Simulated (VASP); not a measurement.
## Co: surface energy and work function by face

Aim: compare the low-index faces of Co at one level of theory.

Program: VASP 6.6.1. Level of theory: r2SCAN, spin-polarised from a ferromagnetic start; plane waves and PAW (Co). Results are calculated unless marked as measured.

## (1) Starting point

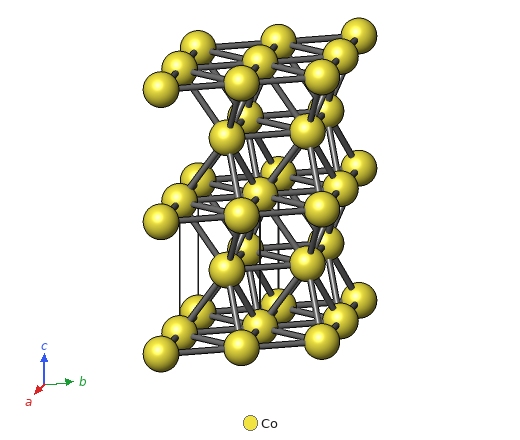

The starting structure, seen slightly off an axis (cobalt yellow). 2×2×2 cells are drawn. Some periodic images of atoms are drawn too.

Coordinates:

```cif
data_structure
_symmetry_space_group_name_H-M 'P6_3/mmc'
_symmetry_Int_Tables_number 194
_cell_length_a 2.5100
_cell_length_b 2.5100
_cell_length_c 4.0712
_cell_angle_alpha 90.000
_cell_angle_beta 90.000
_cell_angle_gamma 120.000
_cell_volume 22.21
loop_
_atom_site_label
_atom_site_type_symbol
_atom_site_symmetry_multiplicity
_atom_site_Wyckoff_symbol
_atom_site_fract_x
_atom_site_fract_y
_atom_site_fract_z
_atom_site_occupancy
Co1 Co 2 d 0.33333 0.66667 0.75000 1
```

## (2) The bulk reference, job relaxation, k-mesh 18×18×10

The bulk crystal is relaxed first, so that the slabs are cut at this functional's lattice.

Contents of INCAR:

```
SYSTEM = Co
PREC = Accurate
ENCUT = 420
EDIFF = 1E-06
NELM = 120
ISMEAR = 1
SIGMA = 0.15
LREAL = .FALSE.
ALGO = Normal
METAGGA = R2SCAN
LASPH = .TRUE.
NBANDS = 19
ISPIN = 2
MAGMOM = 2 2
LMAXMIX = 4
LORBIT = 11
LWAVE = .FALSE.
LCHARG = .FALSE.
KPAR = 4
IBRION = 2
NSW = 30
ISIF = 3
EDIFFG = -0.01
POTIM = 0.4
```

Contents of POSCAR:

```
Co
1.0
    2.5100000000      0.0000000000      0.0000000000
   -1.2550000000      2.1737237635      0.0000000000
    0.0000000000      0.0000000000      4.0712200000
Co
2
Direct
    0.0000000000      0.0000000000      0.0000000000
    0.3333333333      0.6666666667      0.5000000000
```

Contents of KPOINTS:

```
Automatic mesh
0
Gamma
18 18 10
0 0 0
```

The projector-augmented-wave data sets are Co (PBE family, release 64).

On the command line:

```sh
mpirun -np 4 vasp_std
```

Output:

```text
[banner, memory and clock lines left out]
running    4 mpi-ranks, on    1 nodes
 distrk:  each k-point on    1 cores,    4 groups
 distr:  one band on    1 cores,    1 groups

 POSCAR found type information on POSCAR Co
 POSCAR found :  1 types and       2 ions
|                                                                             |
|               ----> ADVICE to this user running VASP <----                  |
|                                                                             |
|     You enforced a specific xc type in the INCAR file but a different       |
|     [... a line on the potential file left out ...]
|     I HOPE YOU KNOW WHAT YOU ARE DOING!                                     |
|                                                                             |

 LDA part: xc-table for (None), standard interpolation
 POSCAR, INCAR and KPOINTS ok, starting setup
 FFT: planning ... GRIDC
 FFT: planning ... GRID_SOFT
 FFT: planning ... GRID
 WAVECAR not read
 entering main loop
       N       E                     dE             d eps       ncg     rms          rms(c)
DAV:   1     0.648568004164E+02    0.64857E+02   -0.70354E+03 17648   0.110E+03
DAV:   2    -0.274879290019E+02   -0.92345E+02   -0.83690E+02 17154   0.211E+02
DAV:   3    -0.314355916001E+02   -0.39477E+01   -0.38214E+01 18748   0.555E+01
DAV:   4    -0.315114273489E+02   -0.75836E-01   -0.75769E-01 22814   0.633E+00
DAV:   5    -0.315128748771E+02   -0.14475E-02   -0.14474E-02 19638   0.738E-01    0.171E+01
DAV:   6    -0.271621341732E+02    0.43507E+01   -0.15321E+01 19065   0.814E+01    0.108E+01
DAV:   7    -0.263841771003E+02    0.77796E+00   -0.19344E+00 21645   0.276E+01    0.503E+00
DAV:   8    -0.264041539081E+02   -0.19977E-01   -0.90678E-02 21282   0.233E+00    0.198E+00
DAV:   9    -0.263876375710E+02    0.16516E-01   -0.18322E-02 23002   0.152E+00    0.687E-01
DAV:  10    -0.263852693860E+02    0.23682E-02   -0.38748E-03 24733   0.997E-01    0.139E-01
DAV:  11    -0.263853523154E+02   -0.82929E-04   -0.69066E-04 21803   0.340E-01    0.917E-02
DAV:  12    -0.263853870526E+02   -0.34737E-04   -0.43132E-05 20538   0.703E-02    0.597E-02
DAV:  13    -0.263854135622E+02   -0.26510E-04   -0.35160E-05 21822   0.618E-02    0.105E-02
DAV:  14    -0.263854144665E+02   -0.90431E-06   -0.40190E-06 17833   0.187E-02
   1 F= -.26385414E+02 E0= -.26385371E+02  d E =-.263854E+02  mag=     3.5583
 curvature:   0.00 expect dE= 0.000E+00 dE for cont linesearch  0.000E+00
 trial: gam= 0.00000 g(F)=  0.433E-44 g(S)=  0.100E+00 ort = 0.000E+00 (trialstep = 0.100E+01)
 search vector abs. value=  0.100E+00
 bond charge predicted
       N       E                     dE             d eps       ncg     rms          rms(c)
DAV:   1    -0.276309750518E+02   -0.12456E+01   -0.97820E+00 18594   0.548E+01    0.926E+00
DAV:   2    -0.265257657448E+02    0.11052E+01   -0.24818E+00 18888   0.368E+01    0.654E+00
DAV:   3    -0.264280984452E+02    0.97667E-01   -0.21425E-01 20620   0.921E+00    0.270E+00
DAV:   4    -0.264119336291E+02    0.16165E-01   -0.11425E-02 20927   0.133E+00    0.867E-01
DAV:   5    -0.263997852081E+02    0.12148E-01   -0.33278E-03 25067   0.678E-01    0.299E-01
DAV:   6    -0.263997749519E+02    0.10256E-04   -0.17820E-03 22470   0.514E-01    0.143E-01
DAV:   7    -0.263997851239E+02   -0.10172E-04   -0.93098E-05 19723   0.111E-01    0.543E-02
DAV:   8    -0.263997758260E+02    0.92979E-05   -0.66864E-06 20368   0.309E-02    0.137E-02
DAV:   9    -0.263997792094E+02   -0.33834E-05   -0.22208E-06 16780   0.289E-02    0.432E-03
DAV:  10    -0.263997792670E+02   -0.57522E-07   -0.76019E-07 12426   0.745E-03
   2 F= -.26399779E+02 E0= -.26400008E+02  d E =-.143648E-01  mag=     3.4501
[...]
3 F= -.26415690E+02 E0= -.26415602E+02  d E =-.302760E-01  mag=     3.4939
[...]
4 F= -.26415683E+02 E0= -.26415600E+02  d E =-.302683E-01  mag=     3.4926
[...]
5 F= -.26415704E+02 E0= -.26415621E+02  d E =-.208207E-04  mag=     3.4933
 trial-energy change:   -0.000021  1 .order   -0.000021   -0.000053    0.000012
 step:   0.7521(harm=  0.7521)  dis= 0.00000  next Energy=   -26.415705 (dE=-0.218E-04)
 bond charge predicted
       N       E                     dE             d eps       ncg     rms          rms(c)
DAV:   1    -0.264157157700E+02   -0.13110E-04   -0.13120E-04 19094   0.162E-01    0.266E-02
DAV:   2    -0.264157086756E+02    0.70945E-05   -0.25774E-05 19926   0.108E-01    0.191E-02
DAV:   3    -0.264157056520E+02    0.30235E-05   -0.24595E-06 16155   0.316E-02    0.852E-03
DAV:   4    -0.264157053984E+02    0.25363E-06   -0.16477E-07  8598   0.512E-03
   6 F= -.26415705E+02 E0= -.26415622E+02  d E =-.226002E-04  mag=     3.4932
 curvature:  -0.38 expect dE=-0.274E-05 dE for cont linesearch -0.134E-06
 trial: gam= 0.20459 g(F)=  0.139E-45 g(S)=  0.730E-05 ort =-0.454E-05 (trialstep = 0.886E+00)
 search vector abs. value=  0.786E-05
 reached required accuracy - stopping structural energy minimisation
```

The job ended after 4.4 min (4 MPI ranks of Intel Xeon 6975P-C (Granite Rapids), shared host; peak memory 0.81 GiB).

The logs omit lines about the potential files and the build; timing stands in the text.

Parts of OUTCAR (step 2):

```text
ion  position               nearest neighbor table
   1  0.000  0.000  0.000-   2 2.50   2 2.50   2 2.50   2 2.50   2 2.50   2 2.50
   2  0.333  0.667  0.500-   1 2.50   1 2.50   1 2.50   1 2.50   1 2.50   1 2.50

  LATTYP: Found a hexagonal cell.
 ALAT       =     2.5100000000
 C/A-ratio  =     1.6220000000

 Subroutine GETGRP returns: Found 24 space group operations
 (whereof 12 operations were pure point group operations)

The static configuration has the point symmetry D_3h.
 The point group associated with its full space group is D_6h.

 Found    222 irreducible k-points:

   k-points           NKPTS =    222   k-points in BZ     NKDIM =    222   number of bands    NBANDS=     19

   dimension x,y,z NGX =    18 NGY =   18 NGZ =   28
   dimension x,y,z NGXF=    36 NGYF=   36 NGZF=   56

   ENCUT  =  420.0 eV  30.87 Ry    5.56 a.u.   4.19  4.19  6.80*2*pi/ulx,y,z

   NELECT =      18.0000    total number of electrons

 k-points in reciprocal lattice and weights: Automatic mesh
   0.00000000  0.00000000  0.00000000       0.000
   0.05555556 -0.00000000  0.00000000       0.002
   0.11111111 -0.00000000  0.00000000       0.002
   0.16666667 -0.00000000  0.00000000       0.002
   0.22222222 -0.00000000  0.00000000       0.002
   0.27777778 -0.00000000  0.00000000       0.002
   0.33333333 -0.00000000  0.00000000       0.002
   0.38888889 -0.00000000  0.00000000       0.002
   0.44444444 -0.00000000  0.00000000       0.002
[...]
0.33333333  0.27777778  0.50000000       0.004
   0.33333333  0.33333333  0.50000000       0.001

 average (electrostatic) potential at core
       1 -82.9226       2 -82.9226

 E-fermi :  10.6292

 spin component 1
 k-point     1 :       0.0000    0.0000    0.0000
  band No.  band energies     occupation
    ...
      8       7.9072      1.00000
      9       7.9072      1.00000
     10       9.0202      1.00000
     11       9.0202      1.00000
     12      10.3483      1.01181
     13      16.9491      0.00000
     14      33.5539      0.00000
     15      36.3578      0.00000
     16      36.3579      0.00000
     17      36.7876      0.00000
    ...

 k-point     2 :       0.0556   -0.0000    0.0000
  band No.  band energies     occupation
    ...
      7       7.6083      1.00000
      8       7.8533      1.00000
      9       7.8745      1.00000
     10       8.6320      1.00000
     11       9.0340      1.00000
     12      10.8682     -0.02336
     13      16.9714      0.00000
     14      32.6799      0.00000
     15      34.6068      0.00000
     16      34.9688      0.00000
    ...

 k-point     3 :       0.1111   -0.0000    0.0000
  band No.  band energies     occupation
    ...
      7       7.6056      1.00000
      8       7.7436      1.00000
      9       7.7855      1.00000
     10       8.1415      1.00000
     11       9.0692      1.00000
     12      11.8421     -0.00000
     13      17.0429      0.00000
     14      30.2766      0.00000
     15      33.2243      0.00000
     16      33.6646      0.00000
    ...

 k-point     4 :       0.1667   -0.0000    0.0000
  band No.  band energies     occupation
    ...
      7       7.6980      1.00000
      8       7.7361      1.00000
      9       7.9113      1.00000
     10       7.9554      1.00000
     11       9.1127      1.00000
     12      12.9731     -0.00000
     13      17.1761      0.00000
     14      27.5707      0.00000
     15      31.5878      0.00000
     16      32.9663      0.00000
    ...

 k-point     5 :       0.2222   -0.0000    0.0000
  band No.  band energies     occupation
    ...
      7       7.7619      1.00000
      8       8.0047      1.00000
      9       8.0145      1.00000
     10       8.2238      1.00000
     11       9.1540      1.00000
     12      14.2113      0.00000
     13      17.3820      0.00000
     14      24.9302      0.00000
     15      30.1027      0.00000
     16      32.1561      0.00000
    ...

 k-point     6 :       0.2778   -0.0000    0.0000
  band No.  band energies     occupation
    ...
      7       7.6282      1.00000
      8       8.3451      1.00000
      9       8.4024      1.00000
     10       8.5224      1.00000
     11       9.1876      1.00000
     12      15.5385      0.00000
     13      17.6285      0.00000
     14      22.5016      0.00000
     15      28.8007      0.00000
     16      30.2409      0.00000
    ...

  Total       -0.0059818     -0.0059818     -0.0175103      0.0000000      0.0000000     -0.0000000
  in kB       -0.4513674     -0.4513674     -1.3212615      0.0000000      0.0000000     -0.0000000
  external PRESSURE =      -0.7413321 kB  Pullay stress =       0.0000000 kB

  energy-cutoff  :      420.00
  volume of cell :       21.23
      direct lattice vectors                 reciprocal lattice vectors
     2.472025763 -0.000000000 -0.000000000     0.404526528  0.233553500 -0.000000000
    -1.236012881  2.140837109  0.000000000    -0.000000000  0.467107000 -0.000000000
     0.000000000  0.000000000  4.012157139     0.000000000 -0.000000000  0.249242481

 POSITION                                       TOTAL-FORCE (eV/Angst)
 -----------------------------------------------------------------------------------
      2.47203      0.00000     -0.00000         0.000000     -0.000000      0.000000
     -0.00000      1.42722      2.00608        -0.000000      0.000000     -0.000000
 -----------------------------------------------------------------------------------
    total drift:                               -0.000000      0.000000      0.000000

  FREE ENERGIE OF THE ION-ELECTRON SYSTEM (eV)
  ---------------------------------------------------
  free  energy   TOTEN  =       -26.4157053984 eV

  energy  without entropy=      -26.4154551023  energy(sigma->0) =      -26.41562197

 reached required accuracy - stopping structural energy minimisation

 total charge
# of ion       s       p       d       tot
------------------------------------------
    1        0.520   0.580   7.238   8.338
    2        0.520   0.580   7.238   8.338
--------------------------------------------------
tot          1.040   1.159  14.477  16.676

 magnetization (x)
# of ion       s       p       d       tot
------------------------------------------
    1       -0.012  -0.085   1.903   1.806
    2       -0.012  -0.085   1.903   1.806
--------------------------------------------------
tot         -0.025  -0.169   3.807   3.613

[... 6 further parts left out ...]
```

CONTCAR:

```
Co
   1.00000000000000
     2.4720257627137836   -0.0000000000000000   -0.0000000000000000
    -1.2360128813568918    2.1408371093207506    0.0000000000000000
     0.0000000000000000    0.0000000000000000    4.0121571392755371
  Co
     2
Direct
     1.0000000000000000    0.0000000000000000    0.0000000000000000
     0.3333333332999970    0.6666666667000030    0.5000000000000000
```

The magnetic state follows from one typed start and may not be the lowest. SCAN-type functionals tend to overstate the moments of itinerant magnets. The PAW data sets were made with PBE, which is usual practice but a small mismatch for other functionals. The run keeps the 24 symmetry operations of its start, so it cannot find a distortion of lower symmetry.

Relaxation path:

```csv
step,energy less that of the first step (eV),largest force (eV/Å),pressure (GPa),volume (Å³)
1,0.0000,0.0000,-9.48,22.21
2,-0.0144,0.0000,7.91,20.57
3,-0.0303,0.0000,-0.09,21.23
4,-0.0303,0.0000,0.16,21.21
5,-0.0303,0.0000,-0.13,21.24
6,-0.0303,0.0000,-0.07,21.23
```

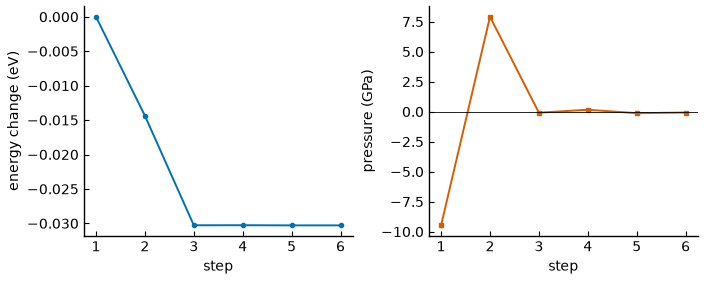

Energy and pressure along the relaxation.

```csv
"conventional cell, symmetrised",before,after,change
a (Å),2.510,2.472,-1.5 %
b (Å),2.510,2.472,-1.5 %
c (Å),4.071,4.012,-1.5 %
volume (Å³/atom),11.11,10.62,-4.4 %
```

Final coordinates:

```xyz
2
Lattice="2.4720 0.0000 0.0000 -1.2360 2.1408 0.0000 0.0000 0.0000 4.0122" Properties=species:S:1:pos:R:3 pbc="T T T"
Co    0.0000    0.0000    0.0000
Co    0.0000    1.4272    2.0061
```

This step gave:

```yaml
electronic_cycles: 49
electrons: 18
free_energy_toten: -26.42 eV
energy_at_zero_smearing: -26.42 eV
fermi_energy: 10.63 eV
moment_of_the_cell_from_the_last_line_of_the_log: 3.49 μB
metallic: yes
```

Spin moment in the PAW sphere by atom:

```csv
atom,spin moment in the PAW sphere (μB)
Co1,1.81
Co2,1.81
```

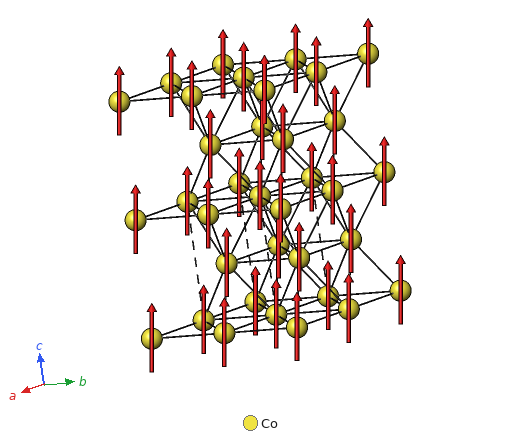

Spin moment in the PAW sphere as arrows, the longest 1.81 μB. Up and down stand for the sign. Arrows give size and sign along the axis of quantisation, drawn up and down the page. 2×2×2 cells are drawn. Some periodic images of atoms are drawn too.

The run ended after 6 ionic steps, 0.030 eV below its first step, once forces and stress met EDIFFG = -0.01.

Energy at zero smearing: -26.41562 eV.

(Continued in part 2 of 5.)

[Lines on the potential files, build, host, timing and source positions are cut from VASP's logs without a mark.]

[Logs are printed without paths, hosts, clocks, repeated set-up lines and the standing remarks that a program may print on its own settings, such as how far it seeks lower states.]

[Hosts, paths, dates, database ids (printed as entryN), source tags and the programs' standing remarks are cut or masked in the printed files.]

[Runs that stopped without an error message from VASP are left out.]
